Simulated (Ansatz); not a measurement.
## Electronic structure of AlF3···H2 in real space

```xyz
6

Al   -0.0001    0.2289    0.0151
F     0.0036    0.3515    1.6821
F     1.4223    0.2544   -0.8133
F    -1.4296    0.1866   -0.8004
H     0.0779   -2.3473    0.9870
H     0.0619   -1.7575    1.4006
```

Not at a stationary point (largest force 1.7 eV/Å).

The calculation used RKS B3LYP/def2-SVP in Ansatz 0.2.0.

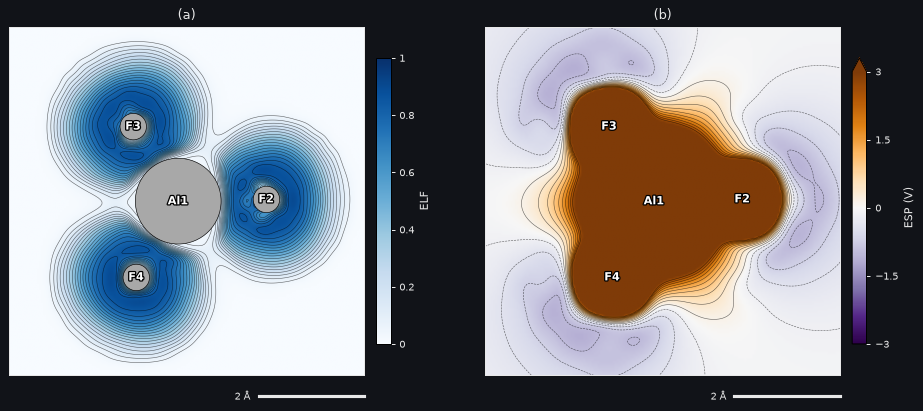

Figure 1. (a) ELF; (b) molecular electrostatic potential on the plane of atoms F3, Al1 and F4. Grey discs cover the atomic cores in the ELF map.

What does the map show?

- The plane passes through Al and F nuclei.
- Al–F (1.65 Å): the ELF peaks at about 0.85 in the valence shell of F, 0.6 Å from its nucleus, and is about 0.30 at the midpoint.
- The ELF also peaks beside F4, F2 and F3, away from the bonds: lone-pair regions.
- Outside the dense part of the complex the potential is most negative (−1.1 V) near F3 and F4.

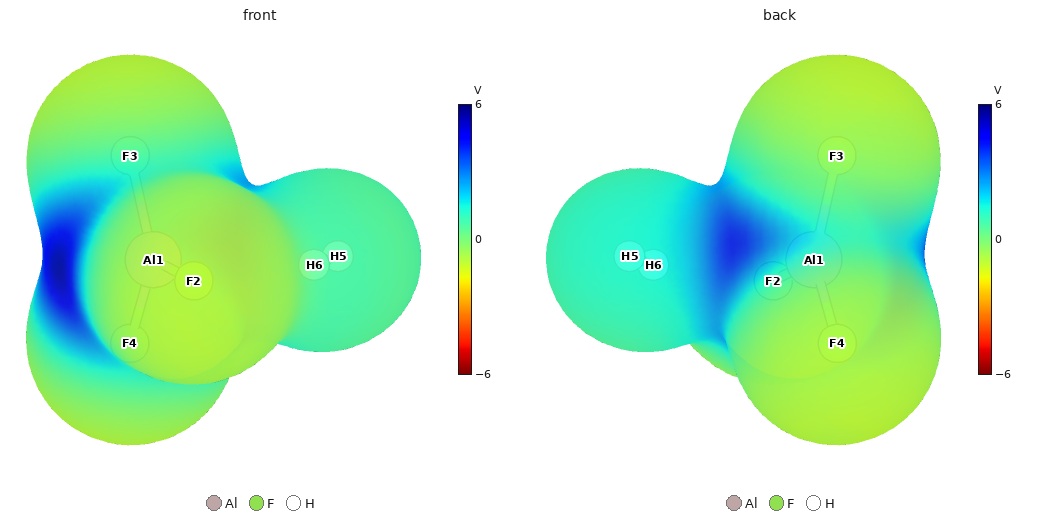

Figure 2. The molecular electrostatic potential painted on the density surface at 0.002 e/bohr³, seen from the front and from behind; the colour scale runs from red (negative) to blue (positive).

Describe the electrostatic potential map.

The most negative region (about −1.0 V, or −23 kcal/mol for a unit charge) lies over F2, F3 and F4, the most positive (about +5.1 V, or +118 kcal/mol for a unit charge) over Al1.

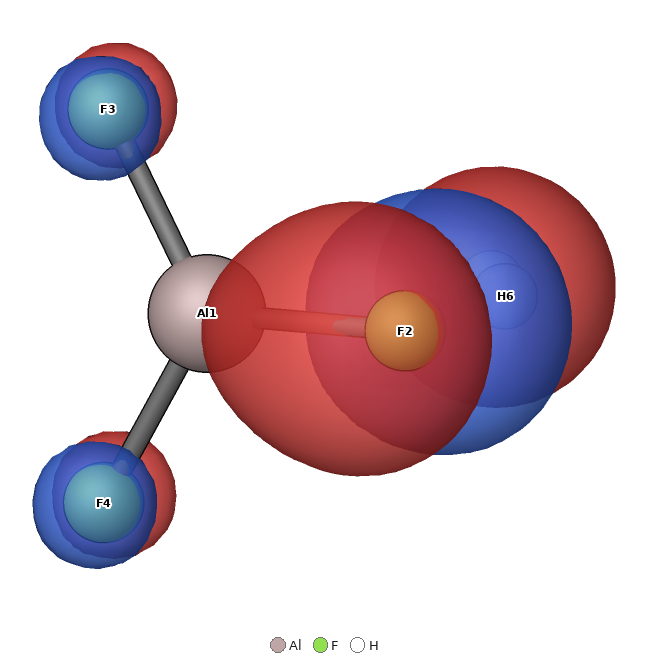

Figure 3. The HOMO−1 at ±0.1 Å⁻³ᐟ² (blue and red are the two phases), seen at a tilt.

Where does this orbital lie, and at what energy?

Its weight (Hirshfeld) is mainly on F2 (about 75 %), H5 (about 10 %) and H6 (about 5 %); largely a lone pair of F2. Its energy is −11.22 eV.
